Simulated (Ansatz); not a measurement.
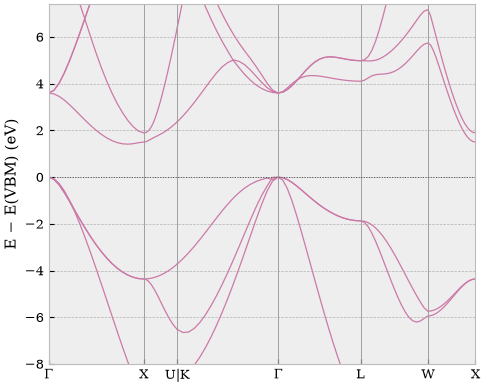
Fig. 1. Band structure from DFT-r²SCAN in the program Ansatz with PAW potentials

**Question.** Read off the gap and where the band edges lie.

**Answer.** About 1.4 eV (1.41 eV by a search for the band edges); maximum at Γ, minimum on the Γ–X line, 83 % of the way from Γ.

The material is BP (zinc blende, F-43m).

The cell was relaxed with r²SCAN under the symmetry of its start; phonons on a q-mesh show no instability.

Potentials: the earlier of the program's two PAW sets.
